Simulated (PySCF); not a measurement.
C3H8O, SMILES `CO.C=C`.

PySCF calculation, r2SCAN/6-31+G*, gas phase; geometry: an unrelaxed start of a pair search.

Geometry (Å), atoms numbered from 1:

```
C1      -2.3968    0.4396    0.2024
O2      -1.7000   -0.7196   -0.1857
H3      -3.3753    0.3887   -0.2737
H4      -1.8848    1.3482   -0.1331
H5      -2.5328    0.4869    1.2888
H6      -0.8441   -0.7354    0.2550
C7       2.7574   -0.1936    0.3016
C8       1.8182    0.3967   -0.4085
H9       3.4346    0.3619    0.9293
H10      2.9010   -1.2617    0.2841
H11      1.1457   -0.1548   -1.0461
H12      1.6836    1.4664   -0.3916
```

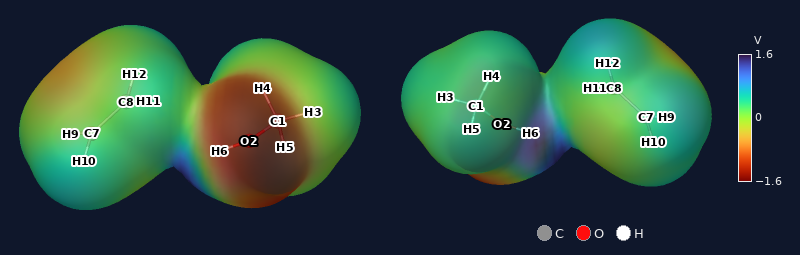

Electrostatic potential on the surface of electron density 0.001 a.u. (back view left, front view right).

Where are the extremes of the potential on the surface?

Highest: 1.51 V, 1.2 Å from H6. Further maxima include 0.74 V, 1.3 Å from H12; 0.74 V, 1.3 Å from H9. Lowest: −1.59 V, 1.8 Å from O2. Further minima include −0.58 V, off the C7–C8 bond (2.1 to 2.3 Å from its atoms); −0.29 V, over C7, off the plane of its three bonds (2.1 Å). The surface is sampled at points, so like sites can differ by a few per cent and only the strongest of them is named.

What volume does the surface enclose, and what is the dipole moment?

About 111 Å³; the dipole moment is 1.9 D.
